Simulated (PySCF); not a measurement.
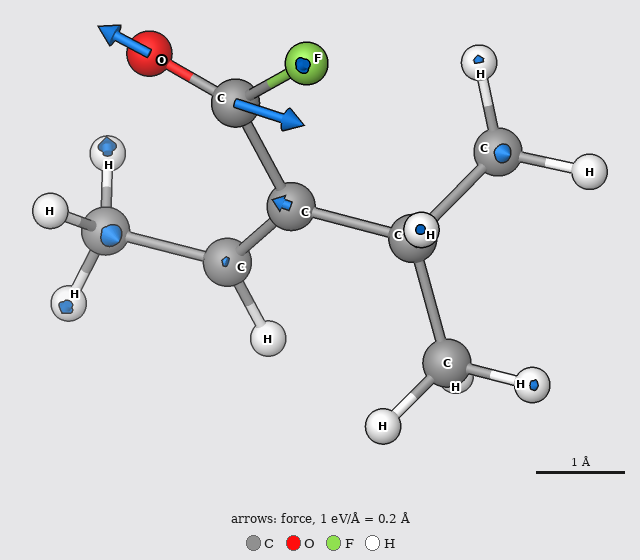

Starting geometry of C7H11FO with the computed forces as blue arrows. A ball-and-stick model, seen at a tilt.

The start comes from GFN2-xTB. Its atoms were then displaced at random by about 0.01 Å.

These are results of PBE0-D3(BJ)/def2-SVP geometry optimisation, gas phase (PySCF), not measurements. 

> What follows when this structure is relaxed?

It isn't relaxed: the largest force vector, on a C atom, is 4.49 eV/Å. The final displacements have little in common with the starting forces (cosine between the two patterns 0.23). The largest move after the best rigid fit is that of the F atom, 0.12 Å. Largest moves by element: F 0.12 Å, H 0.11 Å, C 0.07 Å, O 0.03 Å. Some distances before and after: C–F 1.404 → 1.350 Å, C–O 1.151 → 1.189 Å, C–H 1.069 → 1.102 Å, C–C 1.484 → 1.517 Å. Bond angles that change, for instance: C–C–O 132.1° → 128.7°, C–C–H 108.8° → 112.0°, H–C–H 111.2° → 108.2°. Over 9 geometry steps the energy falls by 21.3 kJ/mol. The run took 110 s on 1 thread of Intel(R) Xeon(R) 6975P-C, with other jobs on the host.
